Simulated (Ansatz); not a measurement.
**One shape, several levels: doublet H3NO+**

We compute a comparison of 6 runs (UB3LYP/6-31G*, U-revPBE/def2-TZVPP, UB2PLYP/def2-TZVPP, UB3LYP/def2-TZVPP, UBHLYP/def2-TZVPP, USVWN5/def2-TZVPP) of doublet H3NO+. 

The calculation is run with Ansatz 0.2.0.

54 further runs of the same task are left out: 54 set aside as unsound or not needed.

## (1) The structure to begin with

H3NO+ has 5 atoms, charge +1, and is taken as a doublet. As SMILES of the parent species, `NO`. Geometry: relaxed at PBE0-D4/def2-TZVP. This is one conformer, not always the lowest. That shape belongs to the parent species and isn't relaxed for this state.

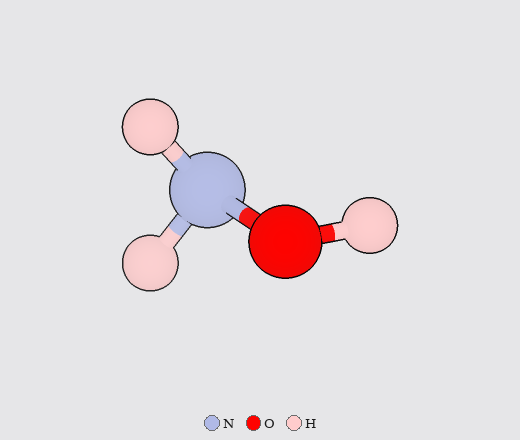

Viewed from a chosen angle; nitrogen light blue, oxygen red, hydrogen pink.

## (2) A single-point energy at UB3LYP/6-31G(d) (spherical functions) (run 1)

The input, run.yaml:

```yaml
basis:
  gaussian: {orbitals: 6-31G_st_-spherical.json}
crystal:
  periodic: [false, false, false]
  atoms:
    - symbol: N
      position_ang: [-0.165120, -0.361290, -0.321170]
    - symbol: O
      position_ang: [0.364460, 0.666040, 0.508060]
    - symbol: H
      position_ang: [-0.162690, -1.190020, 0.266770]
    - symbol: H
      position_ang: [-1.141650, -0.109840, -0.446210]
    - symbol: H
      position_ang: [1.105010, 0.995100, -0.007440]
total_charge: 1
magnetization: {spin_polarized: true, initial_magnetization: 1}
hamiltonian: {xc: {name: B3LYP}}
accuracy: high
output: {orbitals: {seedname: orbitals}}
```

The basis set 6-31G* is read from a file made from the Basis Set Exchange's data (not shown).

Command:

```sh
$ ansatz run run.yaml --threads 1 --pin off --max-ram 3480MiB --events-out events.jsonl --progress --plain --runs-dir runs
```

Standard output:

```text
Warning: RAYON_NUM_THREADS=1 ignored (pool sized by the plan → 1); use --threads N
Functional definition: B3LYP
  name "B3LYP"
  parameter a0 = 0.2
  parameter ax = 0.72
  parameter ac = 0.81
  exchange = (1 - a0 - ax)*slater_x + ax*b88_x + a0*exact_x
  correlation = (1 - ac)*vwn_rpa_c + ac*lyp_c
723 factors; integrals over basis functions are off by at most 3.4e-9 eV
mean field evaluation 1: about -3565.3912 eV, gradient 4.6e1 eV
mean field evaluation 2: about -3549.3617 eV, gradient 7.5e1 eV
mean field evaluation 4: about -3573.2257 eV, gradient 4.9e0 eV
mean field evaluation 8: about -3573.4655 eV, gradient 4.2e-1 eV
mean field evaluation 16: about -3573.4669 eV, gradient 3.1e-4 eV
mean field evaluation 32: about -3572.4518 eV, gradient 1.2e1 eV
mean field -3573.46693501 eV, -131.3224876789 hartree, gradient 2.5e-8 eV, S^2 0.753530; 2 other end points of the search recorded, 0 dependent functions left out
reference -3573.46695546 eV, -131.3224884302 hartree; 9, 8 occupied and 25, 26 virtual orbitals, 723 factors
Total energy: -3573.46695546 eV, -131.3224884302 hartree
```

Run time: 2.6 s. Hardware: 1 thread of Arm Neoverse V2, shared host; peak memory 0.12 GiB.

## (3) The energy at U-revPBE/def2-TZVPP (run 2)

The input, molecule.yaml:

```yaml
crystal:
  periodic: [false, false, false]
  atoms:
    - {symbol: N, position_ang: [-0.165120, -0.361290, -0.321170]}
    - {symbol: O, position_ang: [0.364460, 0.666040, 0.508060]}
    - {symbol: H, position_ang: [-0.162690, -1.190020, 0.266770]}
    - {symbol: H, position_ang: [-1.141650, -0.109840, -0.446210]}
    - {symbol: H, position_ang: [1.105010, 0.995100, -0.007440]}
basis:
  gaussian:
    orbitals: def2-TZVPP
total_charge: 1
magnetization:
  spin_polarized: true
  initial_magnetization: 1
accuracy: high
output: {orbitals: {seedname: orbitals}}
hamiltonian:
  xc: {name: revPBE}
```

Command:

```sh
$ ansatz run molecule.yaml --threads 1 --pin off --max-ram 3480MiB --events-out events.jsonl --progress --plain --runs-dir runs
```

Standard output:

```text
Warning: RAYON_NUM_THREADS=1 ignored (pool sized by the plan → 1); use --threads N
Functional definition: revPBE
  name "revPBE"
  parameter kappa = 1.245
  parameter beta = 0.06672455060314922
  exchange = pbe_x(kappa = kappa, mu = beta*pi^2/3)
  correlation = pbe_c(beta = beta)
1821 factors; integrals over basis functions are off by at most 3.5e-9 eV
mean field evaluation 1: about -3563.8666 eV, gradient 5.7e1 eV
mean field evaluation 2: about -3534.9154 eV, gradient 9.6e1 eV
mean field evaluation 4: about -3574.3707 eV, gradient 6.8e0 eV
mean field evaluation 8: about -3574.5481 eV, gradient 4.3e-1 eV
mean field evaluation 16: about -3574.5488 eV, gradient 2.0e-5 eV
mean field evaluation 32: about -3573.5946 eV, gradient 5.0e0 eV
mean field -3574.54882358 eV, -131.3622463505 hartree, gradient 7.2e-8 eV, S^2 0.752624; 3 other end points of the search recorded, 0 dependent functions left out
reference -3574.54882657 eV, -131.3622464603 hartree; 9, 8 occupied and 95, 96 virtual orbitals, 1821 factors
Total energy: -3574.54882657 eV, -131.3622464603 hartree
```

It took 5.1 s on 1 thread of Arm Neoverse V2, shared host; peak memory 0.25 GiB.

Runs 3 to 5 aren't shown in full; the table further down has their settings and results.

## (4) The energy at USVWN5/def2-TZVPP (run 6)

The input, job.yaml:

```yaml
crystal:
  periodic: [false, false, false]
  atoms:
    - symbol: "N"
      position_ang: [-0.165120, -0.361290, -0.321170]
    - symbol: O
      position_ang: [0.364460, 0.666040, 0.508060]
    - symbol: H
      position_ang: [-0.162690, -1.190020, 0.266770]
    - symbol: H
      position_ang: [-1.141650, -0.109840, -0.446210]
    - symbol: H
      position_ang: [1.105010, 0.995100, -0.007440]
basis:
  gaussian:
    orbitals: def2-TZVPP
hamiltonian:
  xc: {name: SVWN5}
total_charge: 1
accuracy: high
output: {orbitals: {seedname: orbitals}}
magnetization:
  spin_polarized: true
  initial_magnetization: 1
```

Command:

```sh
$ ansatz run job.yaml --threads 1 --pin off --max-ram 3480MiB --events-out events.jsonl --progress --plain --runs-dir runs
```

Standard output:

```text
Warning: RAYON_NUM_THREADS=1 ignored (pool sized by the plan → 1); use --threads N
Functional definition: SVWN5
  name "SVWN5"
  exchange = slater_x
  correlation = vwn5_c
1821 factors; integrals over basis functions are off by at most 3.5e-9 eV
mean field evaluation 1: about -3536.7229 eV, gradient 5.9e1 eV
mean field evaluation 2: about -3507.1746 eV, gradient 9.8e1 eV
mean field evaluation 4: about -3547.8903 eV, gradient 7.3e0 eV
mean field evaluation 8: about -3548.0884 eV, gradient 4.0e-1 eV
mean field evaluation 16: about -3548.0889 eV, gradient 1.3e-4 eV
mean field evaluation 32: about -3546.6034 eV, gradient 5.4e0 eV
mean field -3548.08894475 eV, -130.3898637386 hartree, gradient 2.9e-8 eV, S^2 0.751774; 3 other end points of the search recorded, 0 dependent functions left out
reference -3548.08894699 eV, -130.3898638207 hartree; 9, 8 occupied and 95, 96 virtual orbitals, 1821 factors
Total energy: -3548.08894699 eV, -130.3898638207 hartree
```

Run time: 3.3 s. Hardware: 1 thread of Arm Neoverse V2, shared host; peak memory 0.23 GiB.

## (5) Overview of the runs

```csv
run,level,frozen core orbitals,energy (Eh),HOMO energy (eV),LUMO energy (eV),⟨S²⟩,wall time
1,UB3LYP/6-31G* (spherical functions),–,-131.322488,-16.89,-13.84,0.754,2.6 s
2,U-revPBE/def2-TZVPP,–,-131.362246,-15.37,-14.76,0.753,5.1 s
3,UB2PLYP/def2-TZVPP,2,-131.296960,-19.14,-11.37,0.757,7.5 s
4,UB3LYP/def2-TZVPP,–,-131.393302,-17.05,-13.89,0.754,6.6 s
5,UBHLYP/def2-TZVPP,–,-131.318208,-19.17,-11.91,0.757,6.9 s
6,USVWN5/def2-TZVPP,–,-130.389864,-15.53,-15.28,0.752,3.3 s
```

## (6) Outcome

| quantity | value |
| --- | --- |
| run 6: total energy | -130.38986 Eh |
| run 6: HOMO energy (highest over α and β) | -15.53 eV |
| run 6: LUMO energy (lowest over α and β) | -15.28 eV |
| run 6: ⟨S²⟩ | 0.752 |

In words: Totals of different functionals can't be ranked against each other. All runs together took 32 s, the longest 7.5 s.
